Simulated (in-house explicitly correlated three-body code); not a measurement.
**Two electrons around a charge of +6 under Yukawa screening of 0.3 per bohr: exact states**

Aim: the lowest states of two electrons around a charge of +6 under Yukawa screening of 0.3 per bohr to near-exact accuracy, with their sizes and correlation.

The numbers are computed with in-house explicitly correlated three-body code version 1 (two electrons, non-relativistic, variational in exponentially correlated functions), except any that are marked as measured or tabulated.

## Step 1: Starting point

| Item | Value |
| --- | --- |
| charge of the centre | +6 |
| mass of the centre | infinite |
| interactions | Yukawa, exp(−0.3 r)/r, between all pairs |
| basis | 260 functions exp(−a r1 − b r2 − g r12) a state, exponent ranges optimised |
| units | hartree and bohr; relativity and QED are left out |

## Step 2: Input and results

Settings:

```ini
Z = 6.0
screening = 0.3
interaction_strength = 1.0
functions = 260
states_tried = 13
```

Launch:

```bash
$ python run_hyl.py task.json out
```

Results of the run (chosen fields of its result record, rounded):

```text
status: converged
states [hartree, bohr]:
  - {"name": "1 1S", "E": -29.22851379045, "change": 9.9e-09, "T": 32.28773737, "inv_r": 5.388700006, "inv_r12": 3.14814891, "r": 0.267467086, "r2": 0.096287362, "r12": 0.39635055, "r12_2": 0.196457779, "cos": -0.02199268, "p1p2": 0.68000393, "d1": 61.22105, "d12": 6.1068}
  - {"name": "2 3S", "E": -18.40688286277, "change": 2.2e-10, "T": 21.158129199, "inv_r": 3.359924532, "inv_r12": 0.7540823258, "r": 0.692560837, "r2": 0.793846672, "r12": 1.17407908, "r12_2": 1.59214546, "cos": -0.006777318, "p1p2": 0.044767443, "d1": 37.22009, "d12": 0.0}
  - {"name": "2 1S", "E": -18.21968019204, "change": 3.1e-08, "T": 20.949875146, "inv_r": 3.337430014, "inv_r12": 0.8796048297, "r": 0.726040521, "r2": 0.886408313, "r12": 1.23022194, "r12_2": 1.77968343, "cos": -0.009597901, "p1p2": 0.054236012, "d1": 36.93646, "d12": 0.91851}
  - {"name": "2 3P", "E": -18.18222871696, "change": 4.6e-09, "T": 20.978556171, "inv_r": 3.339222813, "inv_r12": 0.9098888628, "r": 0.624873389, "r2": 0.645721773, "r12": 1.05287967, "r12_2": 1.3210638, "cos": -0.0645866, "p1p2": -1.8565097, "d1": 33.91271, "d12": 0.0}
  - {"name": "2 1P", "E": -18.06389336242, "change": 1.5e-09, "T": 20.841718381, "inv_r": 3.322233921, "inv_r12": 0.9611953134, "r": 0.650474497, "r2": 0.707256766, "r12": 1.07282408, "r12_2": 1.39955241, "cos": 0.03596071, "p1p2": 1.7111649, "d1": 34.33203, "d12": 0.2132}
  - {"name": "3 3S", "E": -16.69508713871, "change": 1.5e-09, "T": 19.030751856, "inv_r": 2.996851521, "inv_r12": 0.2363792619, "r": 1.5710425, "r2": 4.80872088, "r12": 2.90612889, "r12_2": 9.61956243, "cos": -0.001712295, "p1p2": 0.010123351, "d1": 34.91946, "d12": 0.0}
  - {"name": "3 1S", "E": -16.65585595024, "change": 1.4e-08, "T": 18.969031321, "inv_r": 2.990372074, "inv_r12": 0.2595776199, "r": 1.63665127, "r2": 5.2538364, "r12": 3.03508326, "r12_2": 10.5102015, "cos": -0.002363929, "p1p2": 0.012768295, "d1": 34.86311, "d12": 0.20946}
  - {"name": "3 3P", "E": -16.62881807823, "change": 1.3e-09, "T": 18.977702401, "inv_r": 2.989070489, "inv_r12": 0.2623253837, "r": 1.54543778, "r2": 4.71335115, "r12": 2.85730015, "r12_2": 9.43270798, "cos": -0.01258837, "p1p2": -0.34903177, "d1": 34.18833, "d12": 0.0}
  - {"name": "3 1P", "E": -16.60312689795, "change": 3e-09, "T": 18.933993832, "inv_r": 2.984096414, "inv_r12": 0.2720362341, "r": 1.59580681, "r2": 5.04812952, "r12": 2.95217956, "r12_2": 10.0951075, "cos": 0.007004778, "p1p2": 0.34755727, "d1": 34.26672, "d12": 0.052613}
  - {"name": "4 3S", "E": -16.30740025375, "change": 2e-08, "T": 18.221040528, "inv_r": 2.881718395, "inv_r12": 0.05217995216, "r": 3.65334017, "r2": 28.4114774, "r12": 7.0616818, "r12_2": 56.8235729, "cos": -0.0003395235, "p1p2": 0.0019534868, "d1": 34.38418, "d12": 0.0}
threshold [hartree]: -16.2653914269
transitions:
  - ["1 1S", "2 1P", 11.16462, 0.08206881]
  - ["1 1S", "3 1P", 12.625387, 0.01246859]
  - ["2 1S", "2 1P", 0.15578683, 1.17118]
  - ["2 1S", "3 1P", 1.6165533, 0.2474708]
  - ["3 1S", "2 1P", -1.4080374, 0.0627304]
  - ["3 1S", "3 1P", 0.052729052, 8.776328]
  - ["2 3S", "2 3P", 0.22465415, 1.061617]
  - ["2 3S", "3 3P", 1.7780648, 0.2026412]
  - ["3 3S", "2 3P", -1.4871416, 0.06473309]
  - ["3 3S", "3 3P", 0.066269061, 8.127036]
  - ["4 3S", "2 3P", -1.8748285, 0.006101529]
  - ["4 3S", "3 3P", -0.32141782, 0.5486865]
polarisability [au]: {"1 1S": {"alpha": 0.009081218, "c6": 0.000819074, "f_sum": 2.0}, "2 1S": {"alpha": 5.180164, "c6": 3.34209, "f_sum": 2.001658}, "2 3S": {"alpha": 3.280648, "c6": 1.95126, "f_sum": 1.999902}}
```

«change» is the move of the energy from 170 to 260 functions; states that moved too far are left out. d1 and d12 are the expectation values of δ(r1) and δ(r12).

It took 2.6 min on 1 thread of Arm Neoverse N1, shared host.

## Step 3: The bound states

Binding counts from the one-electron threshold at -16.265391 hartree:

```csv
state,binding (eV),excitation (eV),⟨r⟩,⟨r12⟩ (bohr),⟨cos θ12⟩
1 ¹S,352.745,0,0.2675,0.3964,-0.0220
2 ³S,58.2730,294.472,0.6926,1.174,-0.0068
2 ¹S,53.1789,299.566,0.7260,1.230,-0.0096
2 ³P,52.1598,300.585,0.6249,1.053,-0.0646
2 ¹P,48.9397,303.805,0.6505,1.073,0.0360
3 ³S,11.6926,341.052,1.571,2.906,-0.0017
3 ¹S,10.6251,342.119,1.637,3.035,-0.0024
3 ³P,9.88934,342.855,1.545,2.857,-0.0126
3 ¹P,9.19025,343.554,1.596,2.952,0.0070
4 ³S,1.14312,351.601,3.653,7.062,-0.0003
```

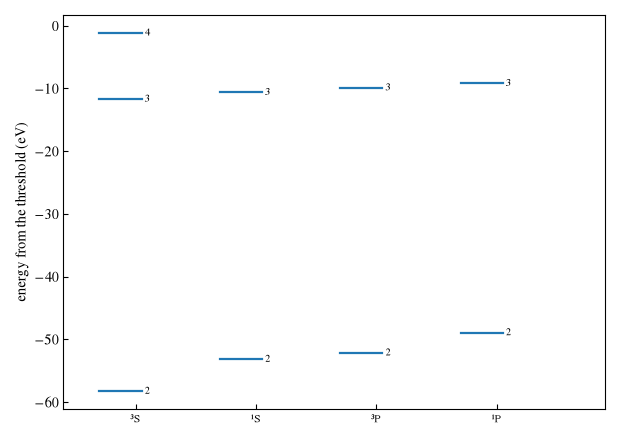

Excited levels under the threshold, term by term; numbers give n.

## Step 4: Electric-dipole lines

Oscillator strengths from the S state (negative where P lies lower) and rates of the upper state's decay:

```csv
S,P,E(P) − E(S) (eV),f,rate (1/s)
1 ¹S,2 ¹P,303.80,0.6108,8.155e+11
1 ¹S,3 ¹P,343.55,0.1049,1.792e+11
2 ¹S,2 ¹P,4.2392,0.1216,3.162e+07
2 ¹S,3 ¹P,43.989,0.2667,7.464e+09
3 ¹S,2 ¹P,-38.315,-0.05888,3.751e+09
3 ¹S,3 ¹P,1.4348,0.3085,9.187e+06
2 ³S,2 ³P,6.1132,0.1590,8.594e+07
2 ³S,3 ³P,48.384,0.2402,8.133e+09
3 ³S,2 ³P,-40.467,-0.06418,4.560e+09
3 ³S,3 ³P,1.8033,0.3590,1.689e+07
4 ³S,2 ³P,-51.017,-0.007626,8.613e+08
4 ³S,3 ³P,-8.7462,-0.1176,3.903e+08
```

## Step 5: Outcome

| quantity | value |
| --- | --- |
| ground-state energy | -29.22851379 hartree |
| binding of the second electron | 352.74 eV |
| ⟨r12⟩, ⟨cos θ12⟩ | 0.3964 bohr, -0.0220 |
| resonance line 1 ¹S–2 ¹P | 303.80 eV, f = 0.6108 |
| polarisability of the ground state | 0.0090812 bohr³ |

What this shows: The second electron is bound by 352.7 eV, and the mean cosine of -0.022 shows the electrons leaning only slightly to opposite sides. Exchange puts 2 ³S 5.09 eV under 2 ¹S.
